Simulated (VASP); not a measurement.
Band structure of HfB2 (space group P6/mmm). Method: PBE GGA, VASP's PBE PAW potentials (set 64) (plane waves; VASP).

Unless said otherwise, spin-orbit coupling is left out, though it shifts the bands of the heavy elements here.

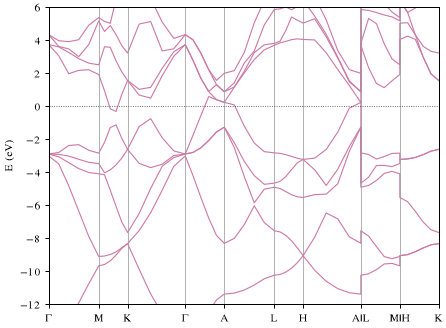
Figure. Bands along high-symmetry lines, zero at the valence-band maximum or, without a gap, the Fermi level

Question: Read the plot: is there a gap, and where are the band edges?

Answer: It has no gap at this level: it comes out as a metal or semimetal.

The structure comes from a computed database's HfB2 entry; how it stands against other phases isn't given here. The cell was not relaxed at this level.
